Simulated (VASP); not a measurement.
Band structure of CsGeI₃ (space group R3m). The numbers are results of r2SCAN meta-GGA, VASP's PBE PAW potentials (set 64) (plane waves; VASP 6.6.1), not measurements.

Unless said otherwise, spin-orbit coupling is left out, though it shifts the bands of the heavy elements here.

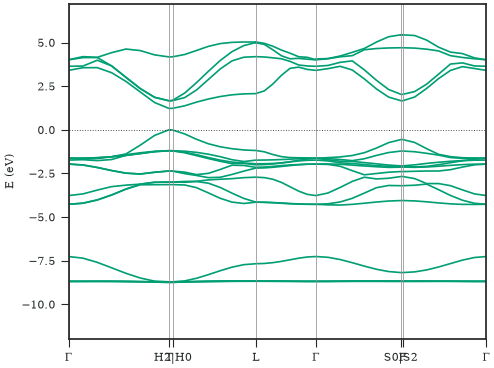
Fig. 1. Bands along high-symmetry lines, zero at the valence-band maximum or, without a gap, the Fermi level

Q: Read the plot: is there a gap, and where are the band edges?

A: The gap is direct, 1.23 eV, from the valence maximum at T to the conduction minimum at T.

The structure comes from a measured CsGeI3 entry (R3m) of the Crystallography Open Database, whose conditions weren't checked. It was relaxed first, which changed the volume by +5 %.
